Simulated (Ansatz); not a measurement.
**BrF2HSi···H2S: density, localisation and related maps**

The calculation's input:

```
crystal:
  periodic: [false, false, false]
  atoms:
    - { symbol: Si, position_ang: [-0.588147, -0.827567, -0.773936] }
    - { symbol: S, position_ang: [0.218293, 1.669452, 1.494232] }
    - { symbol: F, position_ang: [-1.055049, -2.004547, -1.735307] }
    - { symbol: F, position_ang: [-0.059028, -1.529218, 0.54906] }
    - { symbol: H, position_ang: [-1.694937, 0.072826, -0.545668] }
    - { symbol: H, position_ang: [1.191591, 1.676842, 0.562337] }
    - { symbol: Br, position_ang: [1.166155, 0.175914, -1.821731] }
    - { symbol: H, position_ang: [0.821022, 0.766299, 2.271112] }
basis:
  gaussian: { orbitals: def2-SVP }
hamiltonian:
  xc: hf
relax:
  f_tol: 0.03
  max_steps: 50
output:
  orbitals: {}
```

Command:

```sh
ansatz run input.yaml --threads 2 --pin off --max-ram 3072MiB --backend cpu --events-out ev --progress --plain --runs-dir out
```

The fields are those of the run's last geometry, not of the input's.

Computed with Ansatz, RHF/def2-SVP.

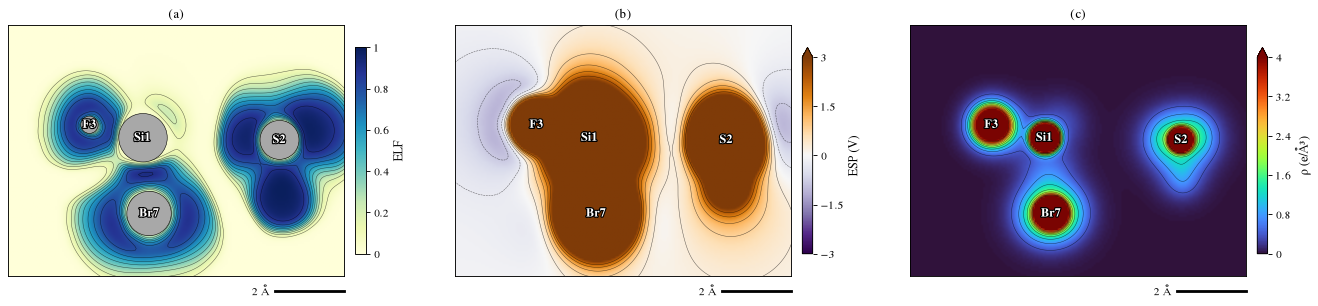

Figure 1. (a) electron localisation function; (b) electrostatic potential; (c) electron density on the plane of atoms F3, Si1 and Br7. Grey discs cover the atomic cores in the ELF map.

Describe what can be read from this map.

Answer. The plane passes through Si, S, F and Br nuclei.
Si1···S2 (3.94 Å): the density falls to about 0.02 e/Å³ on the way; the ELF dips to about 0 between them (a non-bonded, intermolecular contact).
Si–F (1.59 Å): the density is about 1.1 e/Å³ at the midpoint; the ELF peaks at about 0.85 in the valence shell of F, 0.6 Å from its nucleus, and is about 0.50 at the midpoint.
Si–Br (2.19 Å): the density is about 0.84 e/Å³ at the midpoint; the ELF peaks at about 0.90 between the atoms, as expected for a polar covalent bond.
The ELF also peaks beside Br7, F3 and S2, away from the bonds: lone-pair regions.
Outside the dense part of the complex the potential is most negative (−1.1 V) near F3.

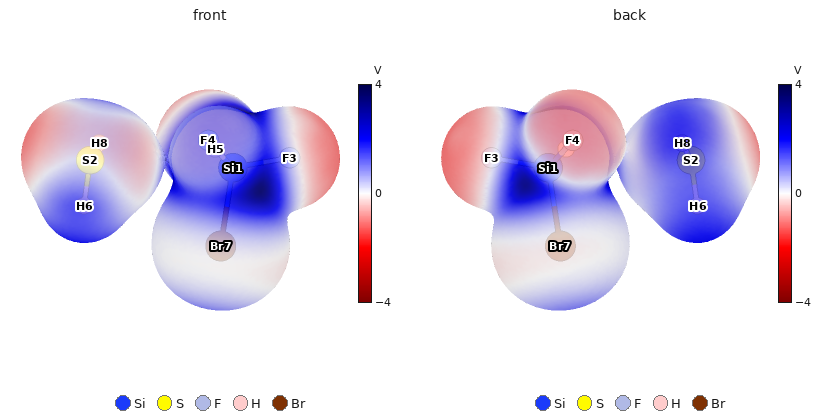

Figure 2. The molecular electrostatic potential painted on the density surface at 0.004 e/bohr³, seen from the front and from behind; red is negative and blue positive.

Describe the electrostatic potential map.

Answer. The most negative region (about −1.1 V) lies over F3, the most positive (about +3.5 V) over Si1. Br7 shows a σ-hole: about +1.0 V at the tip opposite its bond, against about 0.0 V on its flanks.

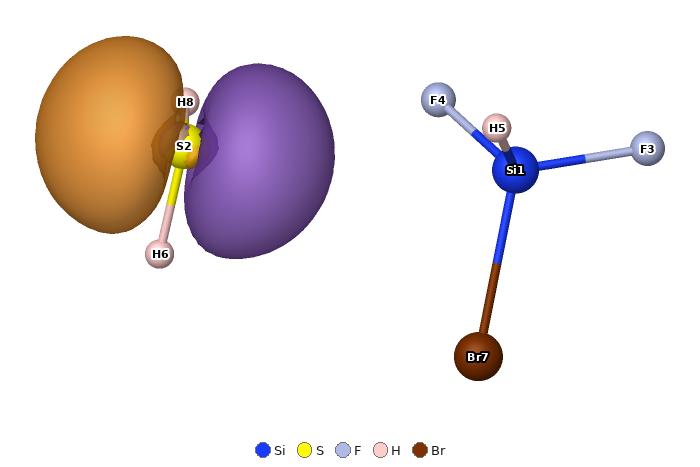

Figure 3. The HOMO at ±0.15 Å⁻³ᐟ² (orange and purple are the two phases), seen across its widest extent.

Where does this orbital lie, and at what energy?

Answer. It lies mainly on S2 (about 90 %); largely a lone pair of S2. Its energy is −10.55 eV.
